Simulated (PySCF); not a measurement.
System: C7H10S2Si.

The calculation's input:

```
{"job": {"kind": "nmr", "xc": "PBE0", "basis": "pcSseg-1"}, "charge": 0, "multiplicity": 1}
C      3.098358    -2.045955    -0.239310
C      2.736303    -0.907739    -0.374482
Si     2.212138     0.862738    -0.590968
C      0.329540     0.806954    -0.307464
C     -0.281137    -0.361316    -0.019757
S     -1.958658    -0.682461     0.285129
C     -1.878616    -2.474218     0.580494
C     -0.295155     2.081289    -0.428481
C     -1.758215     2.278615    -0.250154
S      0.677780     3.366460    -0.780647
H      3.417056    -3.042621    -0.121935
H      2.877216     1.636582     0.453618
H      2.524544     1.237532    -1.967123
H      0.322962    -1.255096     0.040869
H     -1.214434    -2.675594     1.415854
H     -1.531040    -2.975518    -0.318020
H     -2.886882    -2.796557     0.819260
H     -2.066985     1.955060     0.745254
H     -2.017091     3.326288    -0.383376
H     -2.312833     1.676236    -0.971494
```

Run with:

```sh
OMP_NUM_THREADS=1 python probes_run.py task.json out
```

Geometry: GFN2-xTB.

These are results of PBE0/pcSseg-1, SCF density, gas phase, non-relativistic in PySCF 2.14.0, not measurements.

**Predict the electron density and electron localisation function between the atoms.**

C–C (1.20 Å): the density is about 2.8 e/Å³ at the midpoint; the ELF peaks at about 0.85 between the atoms; a short, multiple covalent bond.
C–S (1.65 Å): the density is about 1.6 e/Å³ at the midpoint; the ELF peaks at about 0.90 between the atoms: a covalent bond.
C–Si (1.86 Å): the density is about 0.91 e/Å³ at the midpoint; the ELF peaks at about 0.95 between the atoms (a shared electron pair).
C–H (1.05 Å): the density is about 2.1 e/Å³ at the midpoint; the ELF climbs to about 1 towards the hydrogen, as it does in any bond to H: a covalent bond by its length.

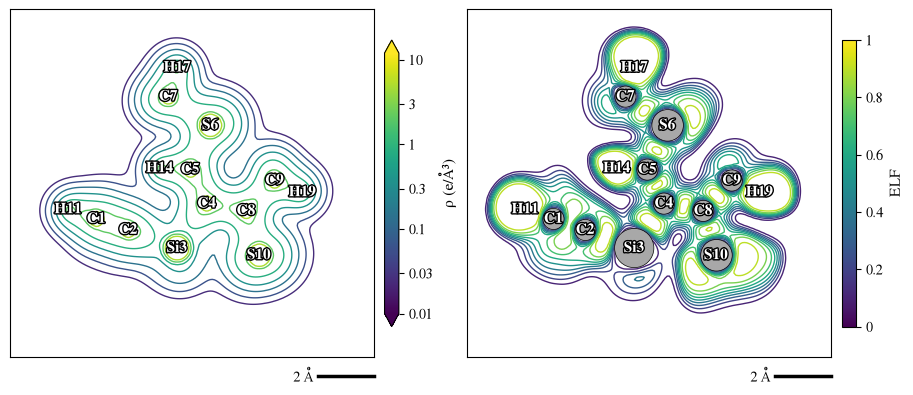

Computed electron density and electron localisation function on the plane of atoms C8, C9 and H19, in this order. Grey discs cover the atomic cores in the ELF map. 
